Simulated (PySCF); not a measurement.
# Pb(CH3)H: from a template to the relaxed complex

Task: relax Pb(CH3)H, compute its harmonic modes and analyse its electrons. The structure is generated, not taken from experiment.

Method: BP86, Pb def2-SVP with ECP60, C def2-SVP, H def2-SVP; scalar-relativistic core potentials, no spin–orbit coupling; program: PySCF 2.14.0.

2 further runs of the same task are left out: 2 for a known fault of the program.

## 1. The system as given

6 atoms, charge 0, spin multiplicity 1.

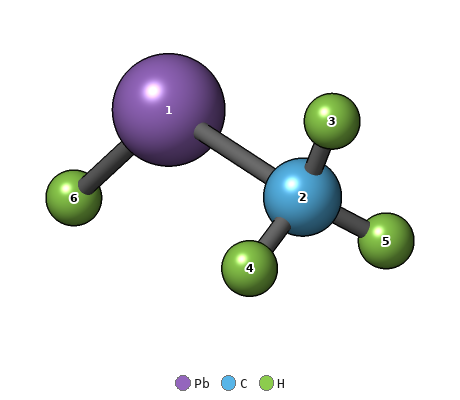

As it starts; lead purple, carbon blue, hydrogen green; atoms are numbered from 1 in the order of the file.

As a file:

```xyz
6

Pb    0.00000    0.00000    0.00000
C     2.21120    0.00000    0.98960
H     2.96260    0.00000    0.19990
H     2.33290    0.89000    1.60700
H     2.33290   -0.89000    1.60700
H    -1.98070    0.00000    0.88640
```

Formal oxidation states: Pb +2.

## 2. SCF at the start, singlet

The input, run.py (the lines that set the calculation):

```python
mol = gto.M(atom='''
Pb     0.00000     0.00000     0.00000
C      2.21120     0.00000     0.98960
H      2.96260     0.00000     0.19990
H      2.33290     0.89000     1.60700
H      2.33290    -0.89000     1.60700
H     -1.98070     0.00000     0.88640''',
    basis={'Pb': 'def2-SVP', 'C': 'def2-SVP', 'H': 'def2-SVP'},
    ecp={'Pb': 'def2-SVP'},
    charge=0, spin=0)
mf = dft.RKS(mol, xc='B88,P86')
mf.grids.atom_grid = (50, 194)
mf = mf.density_fit()  # fitting sets: Pb def2-universal-JKFIT, C def2-universal-JKFIT, H def2-universal-JKFIT
mf.conv_tol = 1e-08; mf.max_cycle = 55
mf.kernel(dm0)  # dm0: free metal ions and neutral atoms
```

Started as:

```
> OMP_NUM_THREADS=2 python run.py
```

Log:

```text
init E= -236.753097645713
  HOMO = -0.095294817255569  LUMO = 0.0330595701904838  gap/eV = 3.49270
cycle= 1 E= -225.970230191128  delta_E= 10.8  |g|= 2.74  |ddm|= 5.09
cycle= 2 E= -154.527424638934  delta_E= 71.4  |g|= 10.2  |ddm|= 18.7
cycle= 3 E= -212.658804099343  delta_E= -58.1  |g|= 6.51  |ddm|= 14.6
  HOMO = -0.463845912282157  LUMO = -0.446082008290912  gap/eV = 0.48338
cycle= 4 E= -224.505511382087  delta_E= -11.8  |g|= 3.89  |ddm|=    6
  HOMO = -0.171505175264889  LUMO = -0.145507129678711  gap/eV = 0.70744
cycle= 5 E= -230.726535432938  delta_E= -6.22  |g|=    2  |ddm|= 13.9
  HOMO = -0.179513236014245  LUMO = -0.0847330843146619  gap/eV = 2.57910
cycle= 6 E= -233.301670278423  delta_E= -2.58  |g|= 0.506  |ddm|= 12.2
  HOMO = -0.154502847667912  LUMO = -0.151804712656961  gap/eV = 0.07342
cycle= 7 E= -233.095403770041  delta_E= 0.206  |g|= 0.649  |ddm|=  2.2
  HOMO = -0.158143379117805  LUMO = -0.116117647290448  gap/eV = 1.14358
cycle= 8 E= -233.426186858379  delta_E= -0.331  |g|= 0.0848  |ddm|= 1.44
  HOMO = -0.172493667715054  LUMO = -0.132183926510441  gap/eV = 1.09688
cycle= 9 E= -233.427777757728  delta_E= -0.00159  |g|= 0.0575  |ddm|= 0.19
  HOMO = -0.172894509887117  LUMO = -0.132043666339017  gap/eV = 1.11161
cycle= 10 E= -233.429165098518  delta_E= -0.00139  |g|= 0.0257  |ddm|= 0.0664
  HOMO = -0.173189994678712  LUMO = -0.131946806245173  gap/eV = 1.12228
cycle= 11 E= -233.429526099644  delta_E= -0.000361  |g|= 0.00298  |ddm|= 0.0488
  HOMO = -0.173292150302789  LUMO = -0.132160912910576  gap/eV = 1.11924
cycle= 12 E= -233.429527929652  delta_E= -1.83e-06  |g|= 0.00133  |ddm|= 0.00586
  HOMO = -0.173378592857302  LUMO = -0.132151603590465  gap/eV = 1.12184
cycle= 13 E= -233.429529021483  delta_E= -1.09e-06  |g|= 0.00021  |ddm|= 0.00324
  HOMO = -0.173342847698699  LUMO = -0.132126396689779  gap/eV = 1.12156
cycle= 14 E= -233.429529049981  delta_E= -2.85e-08  |g|= 4.08e-05  |ddm|= 0.000522
  HOMO = -0.173344300496412  LUMO = -0.132126407853031  gap/eV = 1.12160
cycle= 15 E= -233.429529050768  delta_E= -7.86e-10  |g|= 9.93e-06  |ddm|= 8.67e-05
  HOMO = -0.173344008788124  LUMO = -0.132125023076313  gap/eV = 1.12163
Extra cycle  E= -233.42952905066  delta_E= 1.07e-10  |g|= 1.74e-05  |ddm|= 4.87e-05
converged SCF energy = -233.42952905066
```

Run time: 1.8 s. Hardware: 2 threads of Arm Neoverse V1, shared host; peak memory 0.34 GiB.

Result: E = -233.429529 Eh, HOMO -4.72 eV, LUMO -3.60 eV, Mulliken charge on Pb1 +0.39 e. 

## 3. Relaxation, singlet

Steps are kept in the start's point group, Cs.

The input, run.py (the lines that set the calculation):

```python
mol = gto.M(atom='''
Pb    -0.14386     0.00000    -0.07236
C      2.06734     0.00000     0.91724
H      2.81874     0.00000     0.12754
H      2.18904     0.89000     1.53464
H      2.18904    -0.89000     1.53464
H     -2.12456     0.00000     0.81404''',
    basis={'Pb': 'def2-SVP', 'C': 'def2-SVP', 'H': 'def2-SVP'},
    ecp={'Pb': 'def2-SVP'},
    charge=0, spin=0)
mf = dft.RKS(mol, xc='B88,P86')
mf.grids.atom_grid = (50, 194)
mf = mf.density_fit()  # fitting sets: Pb def2-universal-JKFIT, C def2-universal-JKFIT, H def2-universal-JKFIT
mf.conv_tol = 1e-08; mf.max_cycle = 55
mf.kernel(dm0)  # dm0: an SCF of this state at this start
# quasi-Newton relaxation in Cartesian coordinates to a largest gradient under 0.00045 Eh/bohr, steps kept in the point group
```

Started as:

```
> OMP_NUM_THREADS=2 python run.py
```

The driver keeps no SCF log for this step, only its results.

Run time: 12 s. Hardware: 2 threads of Arm Neoverse V1, shared host.

Relaxation path:

| step | energy from step 1 (eV) | largest force component (eV/Å) |
| --- | --- | --- |
| 1 | 0.0000 | 1.3198 |
| 2 | -0.3961 | 1.2838 |
| 3 | -0.6909 | 0.8419 |
| 4 | -0.8344 | 0.2825 |
| 5 | -0.8925 | 0.2668 |
| 6 | -0.9171 | 0.2263 |
| 7 | -0.9208 | 0.1057 |
| 8 | -0.9214 | 0.0294 |
| 9 | -0.9215 | 0.0150 |
| 10 | -0.9215 | 0.0032 |

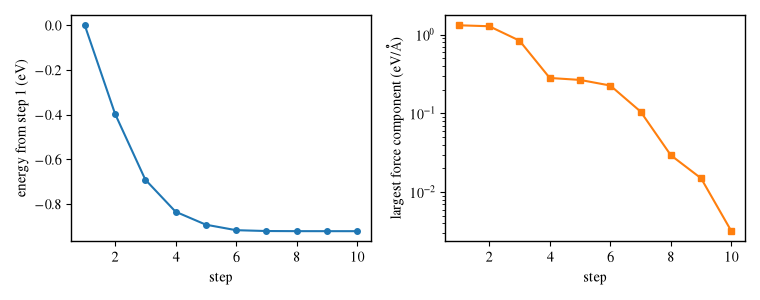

Energy and largest force along the relaxation.

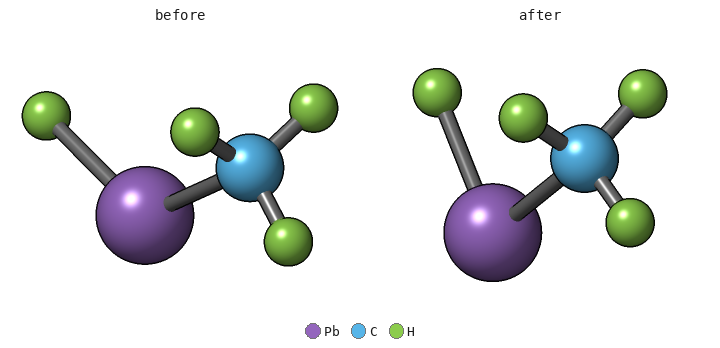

The geometry before (left) and after (right).

Close pairs (by a distance rule), those that changed most:

```csv
bond,before (Å),after (Å),change (Å)
Pb1–H6,2.170,1.885,-0.285
Pb1–C2,2.423,2.333,-0.089
C2–H4,1.090,1.111,+0.021
C2–H5,1.090,1.111,+0.021
C2–H3,1.090,1.108,+0.018
```

It ends in Cs at E = -233.463393 Eh.

```
Pb   -0.1111    0.0000   -0.4130
C     1.8424    0.0000    0.8625
H     2.7477    0.0000    0.2241
H     1.8454    0.8960    1.5191
H     1.8454   -0.8960    1.5191
H    -1.1739    0.0000    1.1439
```

## 4. The relaxed geometry turned into its symmetry frame

The input, run.py (the lines that set the calculation):

```python
mol = gto.M(atom='''
Pb    -0.13033     0.00000    -0.09559
C      1.82315     0.00000     1.17994
H      2.72848     0.00000     0.54151
H      1.82616     0.89595     1.83655
H      1.82616    -0.89595     1.83655
H     -1.19313     0.00000     1.46131''',
    basis={'Pb': 'def2-SVP', 'C': 'def2-SVP', 'H': 'def2-SVP'},
    ecp={'Pb': 'def2-SVP'},
    charge=0, spin=0)
mf = dft.RKS(mol, xc='B88,P86')
mf.grids.atom_grid = (50, 194)
mf = mf.density_fit()  # fitting sets: Pb def2-universal-JKFIT, C def2-universal-JKFIT, H def2-universal-JKFIT
mf.conv_tol = 1e-08; mf.max_cycle = 55
mf.kernel(dm0)  # dm0: free metal ions and neutral atoms
```

Started as:

```
> OMP_NUM_THREADS=2 python run.py
```

Log:

```text
init E= -236.787447221632
  HOMO = -0.0985820721458612  LUMO = 0.0336221352585684  gap/eV = 3.59746
cycle= 1 E= -226.087725408775  delta_E= 10.7  |g|= 2.77  |ddm|= 5.91
  HOMO = -0.425361999864278  LUMO = -0.418892344337314  gap/eV = 0.17605
cycle= 2 E= -158.021322879583  delta_E= 68.1  |g|= 10.1  |ddm|=   19
cycle= 3 E= -214.218872368647  delta_E= -56.2  |g|= 5.83  |ddm|= 14.9
  HOMO = -0.386103589692928  LUMO = -0.379618539626223  gap/eV = 0.17647
cycle= 4 E= -225.69834302864  delta_E= -11.5  |g|= 3.54  |ddm|= 6.48
  HOMO = -0.144148629437565  LUMO = -0.139012943122742  gap/eV = 0.13975
cycle= 5 E= -231.867063403491  delta_E= -6.17  |g|= 1.86  |ddm|= 10.8
  HOMO = -0.201554858804897  LUMO = -0.0841061689861746  gap/eV = 3.19594
cycle= 6 E= -233.359392410414  delta_E= -1.49  |g|= 0.484  |ddm|= 8.26
  HOMO = -0.159335560060759  LUMO = -0.114973589849583  gap/eV = 1.20715
cycle= 7 E= -233.383992132126  delta_E= -0.0246  |g|= 0.382  |ddm|=  1.2
  HOMO = -0.189233806210797  LUMO = -0.109979565333004  gap/eV = 2.15662
cycle= 8 E= -233.457530131197  delta_E= -0.0735  |g|= 0.105  |ddm|= 0.813
  HOMO = -0.200994870221104  LUMO = -0.125939407300194  gap/eV = 2.04236
cycle= 9 E= -233.462739381601  delta_E= -0.00521  |g|= 0.0394  |ddm|= 0.28
  HOMO = -0.198471414325468  LUMO = -0.124633092295069  gap/eV = 2.00924
cycle= 10 E= -233.463385091207  delta_E= -0.000646  |g|= 0.005  |ddm|= 0.0679
  HOMO = -0.198553498771499  LUMO = -0.124756719574783  gap/eV = 2.00811
cycle= 11 E= -233.463392467702  delta_E= -7.38e-06  |g|= 0.00131  |ddm|= 0.00727
  HOMO = -0.198387621419752  LUMO = -0.124618967261716  gap/eV = 2.00735
cycle= 12 E= -233.463392937584  delta_E= -4.7e-07  |g|= 0.000293  |ddm|= 0.00188
  HOMO = -0.198430721660653  LUMO = -0.124651475064194  gap/eV = 2.00764
cycle= 13 E= -233.463392974592  delta_E= -3.7e-08  |g|= 3.45e-05  |ddm|= 0.000604
  HOMO = -0.198430700607574  LUMO = -0.124652798889025  gap/eV = 2.00760
cycle= 14 E= -233.463392975279  delta_E= -6.87e-10  |g|= 3.69e-06  |ddm|= 7.62e-05
  HOMO = -0.19842999763436  LUMO = -0.124652258672237  gap/eV = 2.00759
Extra cycle  E= -233.463392975279  delta_E= -5.68e-14  |g|= 3.94e-06  |ddm|= 1.44e-05
converged SCF energy = -233.463392975279
```

It took 1.2 s on 2 threads of Arm Neoverse V1, shared host.

It gives: E = -233.463393 Eh, HOMO -5.40 eV, LUMO -3.39 eV, Mulliken charge on Pb1 +0.34 e. 

## 5. Frequencies and infrared intensities

run.py (the lines that set the calculation): that of step 4 with these lines changed.

```diff
@@ -13,3 +13,4 @@
 mf = mf.density_fit()  # fitting sets: Pb def2-universal-JKFIT, C def2-universal-JKFIT, H def2-universal-JKFIT
-mf.conv_tol = 1e-08; mf.max_cycle = 55
-mf.kernel(dm0)  # dm0: free metal ions and neutral atoms
+mf.conv_tol = 1e-10; mf.max_cycle = 55
+mf.kernel(dm0)  # dm0: the density of the relaxed state
+# Hessian and dipole derivatives by central differences of gradients, 0.02 bohr
```

Started as:

```
> OMP_NUM_THREADS=2 python run.py
```

The driver keeps no SCF log for this step, only its results.

Run time: 29 s. Hardware: 2 threads of Arm Neoverse V1, shared host.

Point group Cs; negative numbers are unstable modes, and those under 60 cm⁻¹ are near the numerical noise:

```csv
cm⁻¹,km/mol,symmetry
111,8.0,a''
414,36.9,a'
463,21.5,a'
528,0.5,a''
714,24.9,a'
1096,4.0,a'
1373,4.4,a'
1374,5.3,a''
1521,491.0,a'
2954,11.4,a'
3053,14.3,a''
3083,10.9,a'
```

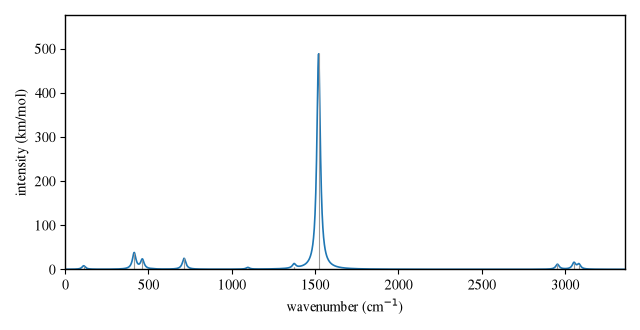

The infrared spectrum from the harmonic lines. Lines are broadened to a width of 25 cm⁻¹ (Lorentzian).

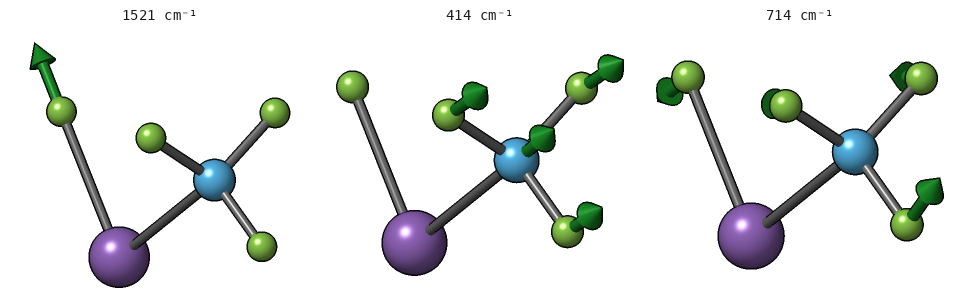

Displacements of 3 modes, as arrows.

## 6. Charges, bond orders and levels

The input, run.py (the lines that set the calculation):

```python
mol = gto.M(atom='''
Pb    -0.11113     0.00000    -0.41301
C      1.84236     0.00000     0.86252
H      2.74768     0.00000     0.22409
H      1.84537     0.89595     1.51913
H      1.84537    -0.89595     1.51913
H     -1.17392     0.00000     1.14389''',
    basis={'Pb': 'def2-SVP', 'C': 'def2-SVP', 'H': 'def2-SVP'},
    ecp={'Pb': 'def2-SVP'},
    charge=0, spin=0)
mf = dft.RKS(mol, xc='B88,P86')
mf.grids.atom_grid = (75, 302)
mf = mf.density_fit()  # fitting sets: Pb def2-universal-JKFIT, C def2-universal-JKFIT, H def2-universal-JKFIT
mf.conv_tol = 1e-09; mf.max_cycle = 55
mf.kernel(dm0)  # dm0: the density of the relaxed state
```

Started as:

```
> OMP_NUM_THREADS=2 python run.py
```

Log:

```text
init E= -233.463526702249
  HOMO = -0.198423282791985  LUMO = -0.12465706507246  gap/eV = 2.00728
cycle= 1 E= -233.463526714277  delta_E= -1.2e-08  |g|= 9.35e-05  |ddm|= 0.000487
  HOMO = -0.198430363792429  LUMO = -0.124649458188451  gap/eV = 2.00768
cycle= 2 E= -233.463526702559  delta_E= 1.17e-08  |g|= 0.000213  |ddm|= 0.000353
  HOMO = -0.198422874184287  LUMO = -0.124652224620142  gap/eV = 2.00740
cycle= 3 E= -233.46352671715  delta_E= -1.46e-08  |g|= 5.3e-06  |ddm|= 0.00024
  HOMO = -0.1984237060336  LUMO = -0.124653261954521  gap/eV = 2.00740
cycle= 4 E= -233.46352671716  delta_E= -1.03e-11  |g|= 2.68e-06  |ddm|= 1.66e-05
  HOMO = -0.198423493695143  LUMO = -0.124652852982065  gap/eV = 2.00740
Extra cycle  E= -233.463526717157  delta_E= 3.52e-12  |g|= 3.57e-06  |ddm|= 1.22e-05
converged SCF energy = -233.463526717157
```

Run time: 3.7 s. Hardware: 2 threads of Arm Neoverse V1, shared host.

Result: E = -233.463527 Eh, HOMO -5.40 eV, LUMO -3.39 eV, Mulliken charge on Pb1 +0.34 e, largest force component 0.005 eV/Å. 

Löwdin charges:

```csv
atom,value (e)
Pb1,0.33
C2,-0.29
H3,0.02
H4,0.03
H5,0.03
H6,-0.13
```

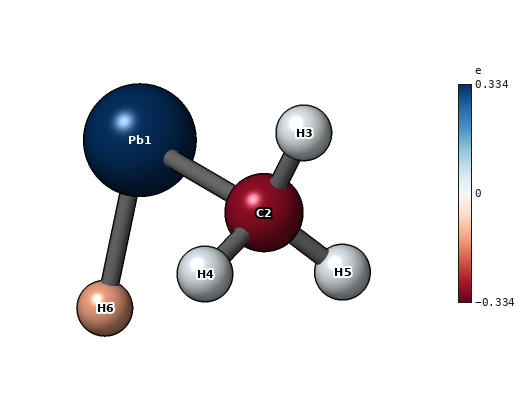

Löwdin charges, as colours on the atoms.

Mulliken charges: Pb1 +0.34, C2 -0.37, H3 +0.06, H4 +0.06, H5 +0.06, H6 -0.16 e.

Contacts (the nearest donor of each ligand) and Mayer bond orders:

```
     contact  distance (Å)  bond order
Pb1–C2 (CH3)         2.333        0.98
  Pb1–H6 (H)         1.885        0.95
```

Mulliken populations of Pb1 outside the core potential: s 3.92, p 7.68, d 10.05.

The fields below are evaluated on a grid from the run's orbitals.

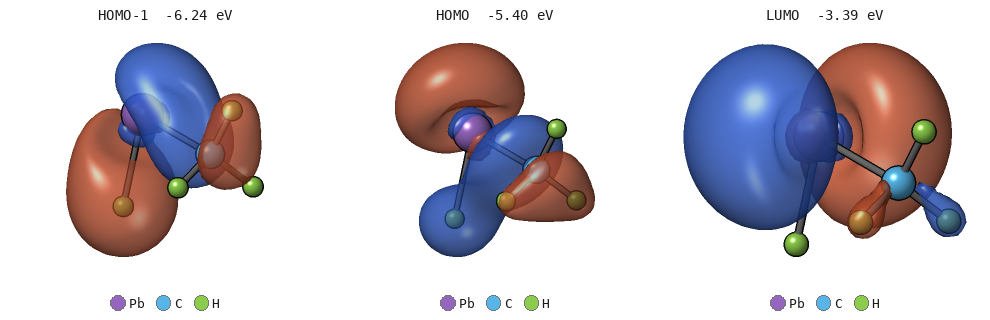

Frontier orbitals at BP86; each surface holds 70 % of the orbital's density, blue and red mark the sign.

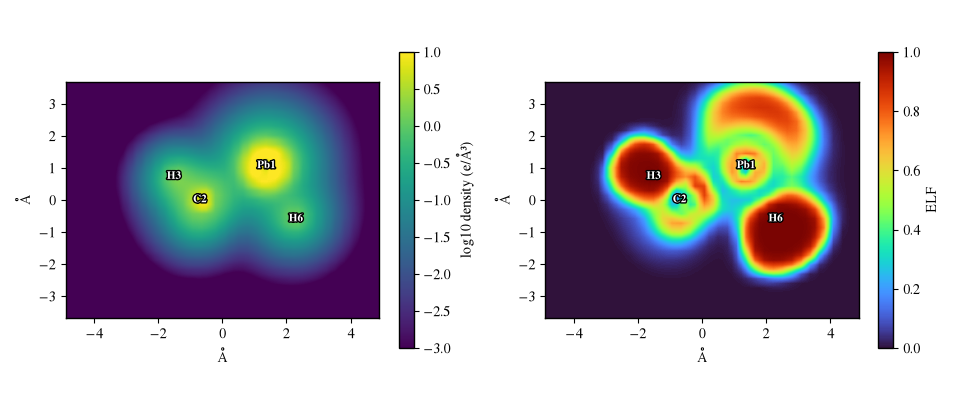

Density (left) and ELF (right) in a plane through or near 4 of the atoms.

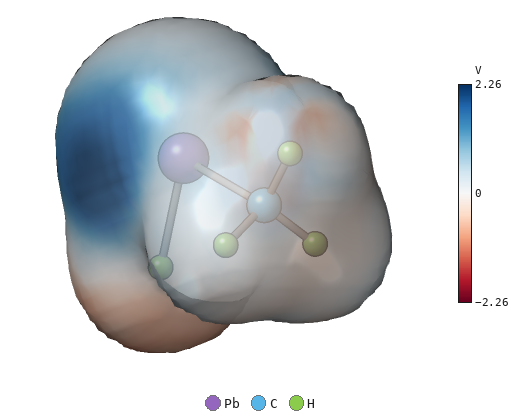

Electrostatic potential on the surface of density 0.002 e/bohr³; red is low, blue high. It runs from -0.86 to 2.26 V.

## 7. Outcome

| quantity | value |
| --- | --- |
| state and point group | singlet, Cs |
| modes | 111 to 3083 cm⁻¹, none unstable |
| strongest infrared band (modes within 1.5 cm⁻¹ summed) | 1521 cm⁻¹ (491 km/mol) |
| zero-point energy | 1.034 eV |
| ideal gas, 298 K, 1 bar | S = 294.6, Cp = 63.8 J/(mol K) |
| metal–ligand contacts | 1.89 to 2.33 Å |
| frontier levels | HOMO -5.40 eV, LUMO -3.39 eV |
| dipole | 1.05 D |
| mean polarisability | 8.0 Å³ |

All modes are real, so the structure is a minimum. The metal carries +0.33 e by Löwdin's partition against a formal +2, and bond orders to the nearest donors reach 0.98. Both measures hang on the basis. One start shape was tried, so another isomer may lie lower. These are double-zeta-type bases without diffuse functions. Spin–orbit coupling is left out.
